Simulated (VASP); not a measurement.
Band structure of MoSi$_{2}$ (MoSi2 type). Level of theory: PBEsol GGA, VASP's PBE PAW potentials (set 64) (plane waves; VASP).

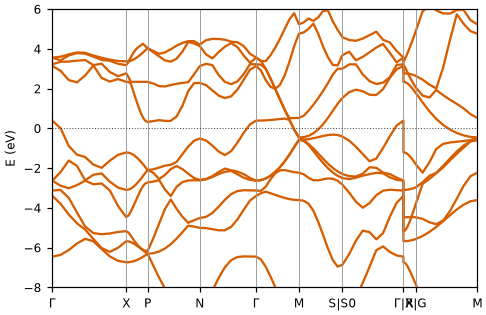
Bands along high-symmetry lines, zero at the valence-band maximum or, without a gap, the Fermi level

Q: Read the plot: is there a gap, and where are the band edges?

A: It has no gap at this level: it comes out as a metal or semimetal. (Edges off the drawn lines would not show.)

The compound is MoSi2 in the MoSi2 type structure. It was relaxed first.
